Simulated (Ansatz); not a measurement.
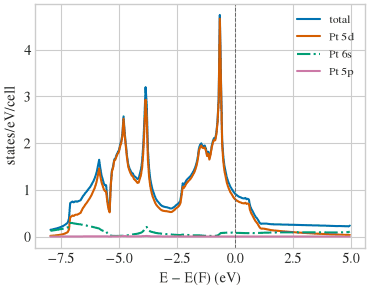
Fig. 1. Total and projected density of states of Pt (bcc (W type), space group No. 229), the program Ansatz at the LDA level (PAW)

**Question.** Which orbitals carry the states next to the Fermi level?

**Answer.** Within 0.5 eV of the Fermi level: Pt 5d 89 %, Pt 6s 8 %. Projections are on Löwdin-orthogonalised atomic valence shells; empty p or d shells of many metals are not among them.

**Question.** Where is the tallest occupied peak in this window, and what makes it?

**Answer.** Near -0.6 eV, about 4.7 states/eV per cell; the largest projected share is Pt 5d.

Space group Im-3m (bcc (W type)). The workflow started from a Materials Project entry (that database holds measured and hypothetical structures alike); the Crystallography Open Database copy checked does not list it. It is not the phase usual at ambient conditions (space group No. 225). The cell was relaxed with LDA under the symmetry of its start. At this level the phase is mechanically unstable. The run is not spin-polarised. Spin–orbit coupling is left out wherever it is not named.

Potentials: the later of the program's two PAW sets.
